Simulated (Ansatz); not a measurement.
# K chain started as a strip of triangles: period, moment and channels by functional, part 3 of 3

How many channels does the K chain started as a strip of triangles carry, and how sure is the answer?

Ansatz 0.2.0; DFT PBE, plane waves, PAW; relaxation of a chain's period (the session's first sound run).

So far, conductance of the lead as this run defines it (G₀): 2.00 in steps 3, 5 and 7.

## (8) Comparing the runs

Times are for 8 threads of Arm Neoverse V2, shared host. Results by setting:

```
no.  level  conductance of the lead as this run defines it (G₀)  time  memory (GiB)
  1    PBE                                                1.998  64 s           2.0
  2    LDA                                                1.999  60 s           1.9
  3   RPBE                                                1.995  77 s           2.1
```

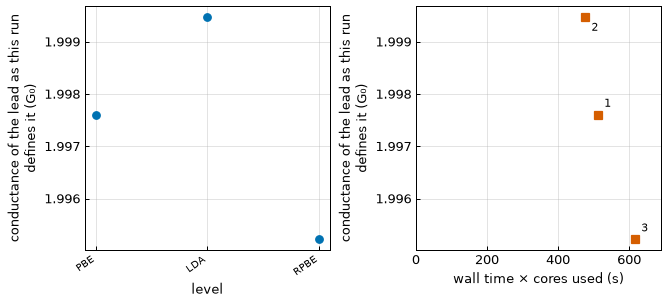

The series as plots; the last panel sets the first result against cost, with the runs numbered as in the table.

The runs together. Table of open channels of the lead by energy, zero at the Fermi level:

```
energy (eV)  PBE  LDA  RPBE
     -1.510    0    0     0
     -0.985    1    1     1
     -0.495    1    1     1
     -0.005    2    2     2
      0.485    2    2     2
      1.010    4    4     4
      1.500    4    2     4
```

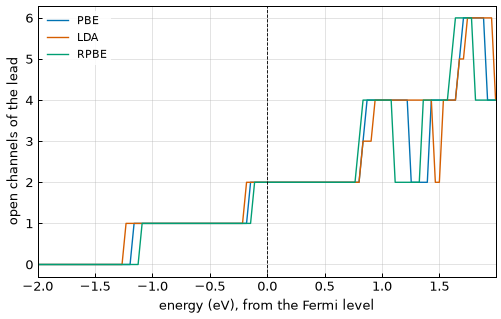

Open channels of the lead against energy.

## (9) Relaxation of atoms and period, cutoff 850 eV

This step: DFT PBE, plane waves, norm-conserving; relaxation of a chain's period (Ansatz 0.2.0).

The same functional on other atomic datasets tests how far the result hangs on the treatment of the cores. Against the first PBE run of this kind, the cutoff is 850 eV against 420.

Contents of input.yaml:

```yaml
crystal:
  lattice:
    - [13.5, 0.0, 0.0]
    - [0.0, 12.0, 0.0]
    - [0.0, 0.0, 3.97271]
  atoms:
    - { symbol: K, position: [0.37429037, 0.5, 0.0], spin: 0.5 }
    - { symbol: K, position: [0.62570963, 0.5, 0.5], spin: 0.5 }
magnetization:
  spin_polarized: true
kpoints:
  mp_grid: { grid: [1, 1, 21] }
scf:
  occupations: { method: fermi_dirac, width: 0.05 }
hamiltonian:
  xc: pbe
  pseudopotentials: { kind: nc }
relax:
  cell: { fix: [a, b, alpha, beta, gamma] }
  max_steps: 60
```

Run with:

```sh
$ ansatz run input.yaml --threads 8 --pin off --max-ram 16384MiB --backend cpu --events-out ev --progress --plain --runs-dir out
```

Numbers of over 12 decimals in the logs are rounded to 6 here.

Output:

```text
[...]
Crystal: 2 atoms, lattice volume = 643.579 Å³
Basis set: ecut = 850 eV, 36255 PW (Γ), exchange–correlation on 270×240×80 points (8 copies of the dense FFT grid, shifted against one another)
Bands: 14, of which v1, the nominal top of the filled ones, is band 9 counted from 1 (8 counted from 0)
Symmetry: 8 space group operations
[...]
0.000000       0.000000       0.001995
  P = ⅓ Tr σ = 0.0023 GPa (0.023 kbar)
--- Relaxed structure (7 steps of the walk, 7 accepted, 1 SCFs on fresh bases) ---
[...]
cell:  # Å, volume = 720.2258 Å³
    - [13.5, 0.0, 0.0]
    - [0.0, 12.0, 0.0]
    - [0.0, 0.0, 4.445838]
  atoms:
    - { symbol: K, position: [0.353778, 0.5, 0.0] }
    - { symbol: K, position: [0.646222, 0.5, 0.500000] }
[key lines of the parts left out:]
SCF converged after 5 iterations
Magnetization: -0.0001 μB (9.0000 up, 9.0000 down)
Free energy (F): -1537.416285 eV
Fermi energy:    -1.348944 eV
```

It took 58 s on 8 threads of Arm Neoverse V2, shared host; peak memory 2.5 GiB.

The steps of the relaxation:

```
step  energy less that of the first step (eV)  largest force component (eV/Å)  pressure (GPa)  volume (Å³)
   1                                   0.0000                          0.3545            0.24       643.58
   2                                  -0.0492                          0.2685            0.19       649.77
   3                                  -0.1477                          0.0573            0.07       677.71
   4                                  -0.1638                          0.0337            0.00       707.07
   5                                  -0.1668                          0.0040            0.01       709.49
   6                                  -0.1674                          0.0013            0.01       714.75
   7                                  -0.1677                          0.0001            0.00       720.23
  8*                                  -0.1677                          0.0001            0.00       720.23
```

Relaxation steps marked * repeat the geometry before them on a plane-wave basis chosen anew for their cell, so energy and pressure can jump there.

The run keeps the 8 symmetry operations that it works with, so distortions that break them were not tested.

```
cell as run  before  after   change
      c (Å)   3.973  4.446  +11.9 %
```

The atoms that moved most (Å, along periodic axes as changes of fractional coordinates times the final cell, across vacuum about the mean position):

```
atom      dx     dy     dz  length
  K1  -0.277  0.000  0.000   0.277
  K2   0.277  0.000  0.000   0.277
```

Final coordinates:

```xyz
2
Lattice="13.5000 0.0000 0.0000 0.0000 12.0000 0.0000 0.0000 0.0000 4.4458" Properties=species:S:1:pos:R:3
K     4.7760    6.0000    0.0000
K     8.7240    6.0000    2.2229
```

The cell's length comes to 4.446 Å, +0.1 % against the first run, with no moment.

The cell grew by 11.9 % in its periodic edges. From the first step to the last the energy fell by 0.168 eV, across changes of basis, and the largest move was 0.28 Å (K1 and 1 other atom alike).

## (10) Relaxing the period

This step: DFT PBE, plane waves, PAW; relaxation of a chain's period (Ansatz 0.2.0).

No moment formed, so a run without spin should agree; this checks it and saves time.

input.yaml, the sections that differ from step 9:

```yaml
crystal:
  lattice:
    - [13.5, 0.0, 0.0]
    - [0.0, 12.0, 0.0]
    - [0.0, 0.0, 3.97271]
  atoms:
    - { symbol: K, position: [0.37429037, 0.5, 0.0] }
    - { symbol: K, position: [0.62570963, 0.5, 0.5] }
hamiltonian:
  xc: pbe
# kpoints, scf, relax: as in step 9
# magnetization: removed
```

Output:

```text
[...]
Crystal: 2 atoms, lattice volume = 643.579 Å³
Basis set: ecut = 420 eV, 12561 PW (Γ), exchange–correlation on 192×162×54 points (8 copies of the dense FFT grid, shifted against one another)
Bands: 13, of which v1, the nominal top of the filled ones, is band 9 counted from 1 (8 counted from 0)
Symmetry: 8 space group operations
[...]
k-points: 11 of 21
[...]
0.018620       0.000000       0.000000
        0.000000      -0.013639       0.000000
        0.000000       0.000000       0.003373
  P = ⅓ Tr σ = 0.0028 GPa (0.028 kbar)
--- Relaxed structure (7 steps of the walk, 7 accepted, 1 SCFs on fresh bases) ---
[...]
cell:  # Å, volume = 719.4529 Å³
    - [13.5, 0.0, 0.0]
    - [0.0, 12.0, 0.0]
    - [0.0, 0.0, 4.441067]
  atoms:
    - { symbol: K, position: [0.353652, 0.5, 0.0] }
    - { symbol: K, position: [0.646348, 0.5, 0.5] }
[key lines of the parts left out:]
SCF converged after 6 iterations
Free energy (F): -3074.815098 eV
Fermi energy:    -1.358155 eV
```

It took 7.4 s on 8 threads; peak memory 0.94 GiB.

The cell's length comes to 4.441 Å, +0.0 % against the first run, with spin left out.

## (11) Comparing the runs

Times are for 8 threads of Arm Neoverse V2, shared host. Results by setting:

```
no.          level  cell length along the wire (Å)  absolute moment (μB)   time  memory (GiB)
  1            PBE                           4.441                     0   19 s           1.1
  2            LDA                           4.204                     0   13 s          0.95
  3           RPBE                           4.607               5.80e-4   21 s           1.1
  4  PBE, NC files                           4.446                     0   58 s           2.5
  5   PBE, no spin                           4.441                     0  7.4 s          0.94
```

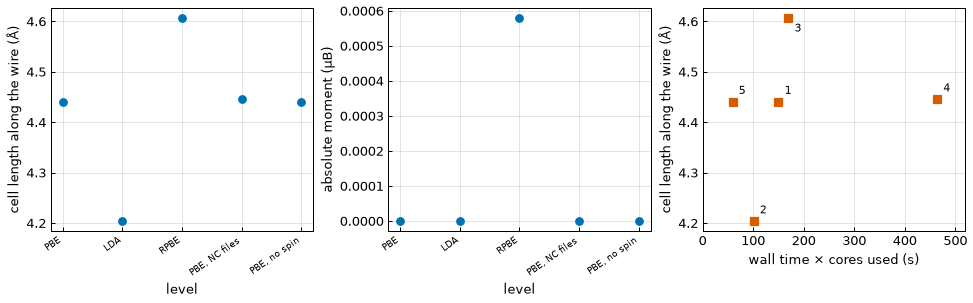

The series as plots; the last panel sets the first result against cost, with the runs numbered as in the table.

## (12) The same system on other settings

This step: DFT PBE, plane waves, PAW; channels and complex bands of a perfect chain; changed: output.transmission.e_range = [-1, 1], output.transmission.de = 0.02, output.transmission.temperature = 600.0 (Ansatz 0.2.0).

The atoms of the run on the perfect lead (PBE) are kept and the input is varied, to see whether the result depends on it. The ELF is not written this time.

Contents of input.yaml:

```yaml
crystal:
  lattice:
    - [13.5, 0.0, 0.0]
    - [0.0, 12.0, 0.0]
    - [0.0, 0.0, 4.4410649145]
  atoms:
    - { symbol: K, position: [0.353652277, 0.5, 0.0] }
    - { symbol: K, position: [0.646347723, 0.5, 0.5] }
kpoints:
  mp_grid: { grid: [1, 1, 19] }
  band_path: { path: ["Γ", Z], npoints: 60 }
scf:
  occupations: { method: fermi_dirac, width: 0.05 }
hamiltonian:
  xc: pbe
output:
  transmission:
    e_range: [-1, 1]
    de: 0.02
    kmesh: [1, 1]
    reduced_basis: true
    leads: [[0, 0]]
    temperature: 600.0
  dos: { projected: true, e_range: [-6, 4] }
  write_potential: true
  write_density: true
  volumetric_format: npy
```

Output:

```text
[...]
Crystal: 2 atoms, lattice volume = 719.453 Å³
Basis set: ecut = 420 eV, 14079 PW (Γ)
Bands: 13, of which v1, the nominal top of the filled ones, is band 9 counted from 1 (8 counted from 0)
Symmetry: 8 space group operations
[...]
k-points: 10 of 19
[...]
SCF iter   1: F=—  HF=-3074.814695 eV  |F-HF|=—  |Δ(HF+E_count)|=         —  Δρ=3.83e-4  dr2=1.17e-2  ethr=1.77e-3  ⟨swp⟩=8.2  Hψ=973  notcnv=0
[...]
SCF iter   7: F=-3074.814840 eV  HF=-3074.814840 eV  |F-HF|=8.39e-9  |Δ(HF+E_count)|=   6.44e-8  Δρ=1.16e-6  dr2=1.06e-8  ethr=5.56e-10  ⟨swp⟩=4.4  Hψ=443  notcnv=0
SCF 1 converged in 7 iterations: F = -3074.814840 eV  dr2 = 1.06e-8
[...]
transmission: 6 of 36 steps passed
transmission: 12 of 36 steps passed
[...]
transmission: 36 of 36 steps passed
[...]
SCF converged after 7 iterations
Free energy (F): -3074.814840 eV
[...]
Internal energy: -3074.792071 eV  (E = F + TS)
E sigma→0 (E₀):  -3074.803456 eV
Entropy (-TS):   -0.022769 eV (-11.385 meV/atom)
Fermi energy:    -1.363606 eV
[...]
--- Band table (eV; the first three rows and the last of 10) ---
  k-point 0: bands = [... 5 lower, -17.3856, -17.3563, -17.3483, -2.5260, -1.5194, -0.5540, -0.5082, 0.2860]
  k-point 1: bands = [... 5 lower, -17.3858, -17.3578, -17.3500, -2.5012, -1.4945, -0.5372, -0.4914, 0.3020]
  k-point 2: bands = [... 5 lower, -17.3865, -17.3620, -17.3548, -2.4273, -1.4201, -0.4871, -0.4412, 0.3496]
  k-point 9: bands = [... 5 lower, -17.4160, -17.3924, -17.3902, -0.7212, -0.3625, 0.2526, 0.5011, 0.6561]
--- Transmission ---
  basis      : 1421 plane waves across, 6 finite elements along
  points     : 1, standing for a mesh of 1 x 1
[...]
crystal 0  : K2, at the sites [0, 0], period 4.4411 Å: whole cells are its period
[...]
filled         : 3.8 meV under the level at which it is neutral
    channels       : 2.000000e0 a spin
[...]
```

Wall time 51 s (8 threads); peak memory 1.8 GiB; 5 min of CPU time.

Numbers from this step:

| Item | Value |
| --- | --- |
| energy at zero smearing | -3074.8035 eV |
| conductance of the lead as this run defines it | 1.953 G₀ |

Open channels of the lead, one spin against energy, zero at the Fermi level:

```
energy (eV)  open channels of the lead, one spin
     -1.000                                    1
     -0.900                                    1
     -0.800                                    1
     -0.700                                    1
     -0.600                                    1
     -0.500                                    1
     -0.400                                    1
     -0.300                                    1
     -0.200                                    1
     -0.100                                    2
      0.000                                    2
      0.100                                    2
      0.200                                    2
      0.300                                    2
      0.400                                    2
      0.500                                    2
      0.600                                    2
      0.700                                    2
      0.800                                    2
      0.900                                    4
      1.000                                    4
```

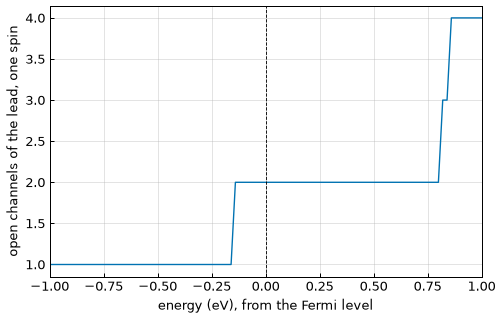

Open channels of the lead, one spin, plotted against energy.

It took 51 s against 64 s for the run it varies, and the conductance is 1.95 G₀ against 2.00 G₀.

The two runs compared:

```
                                           quantity  this run  the run it varies  difference
conductance of the lead as this run defines it (G₀)    1.9532             1.9976     -0.0444
```

## (13) A repeat with changed settings

This step: DFT PBE, plane waves, PAW; channels and complex bands of a perfect chain; changed: output.transmission.temperature = 0.5, scf.max_iter = 60 (Ansatz 0.2.0).

The input of the run on the perfect lead (PBE) is made doubtful on purpose. The ELF is not written this time.

input.yaml, the sections that differ from step 12:

```yaml
scf:
  occupations: { method: fermi_dirac, width: 0.05 }
  max_iter: 60
output:
  transmission:
    e_range: [-2, 2]
    de: 0.035
    kmesh: [1, 1]
    reduced_basis: true
    leads: [[0, 0]]
    temperature: 0.5
  dos: { projected: true, e_range: [-6, 4] }
  write_potential: true
  write_density: true
  volumetric_format: npy
# crystal, kpoints, hamiltonian: as in step 12
```

Output:

```text
Error: invalid value for `output.transmission.temperature`: must be finite and ≥ 1.2; got 0.5 K
```

It took 0.04 s on 8 threads; peak memory 0.067 GiB.

The input was rejected at the start.

The program's message: “Error: invalid value for `output.transmission.temperature`: must be finite and ≥ 1.2; got 0.5 K”

The change that led to it: output.transmission.temperature = 0.5.

## (14) What came out

| Item | Value |
| --- | --- |
| cell length, PBE | 4.441 Å |
| cell length, LDA | 4.204 Å |
| cell length, RPBE | 4.607 Å |
| cell length, PBE, NC files | 4.446 Å |
| cell length, PBE, no spin | 4.441 Å |
| conductance, PBE | 2.00 G₀ |
| conductance, LDA | 2.00 G₀ |
| conductance, RPBE | 2.00 G₀ |

**Reading.** Under PBE the cell's length is 4.44 Å, no moment survives, and it is a metal with 2 channels a spin next to the Fermi level, 2.00 G₀ at 300 K. The cell's length spans 9.6 % over the functionals, shortest under LDA and longest under RPBE. A perfect wire passes every open channel, so the conductance counts half a G₀ for each forward-moving state at the Fermi level, spin by spin. At the relaxed period it forms two rows 3.95 Å apart, with 4.53 Å between atoms of unlike rows and 4.44 Å along a row: a strip of triangles. Transport is coherent and elastic here: the atoms are frozen, so scattering by vibrations plays no part.

[Logs are printed without paths, hosts, clocks, repeated set-up lines and the standing remarks that a program may print on its own settings, such as how far it seeks lower states.]

[Hosts, paths, dates, database ids (printed as entryN), source tags and the programs' standing remarks are cut or masked in the printed files.]
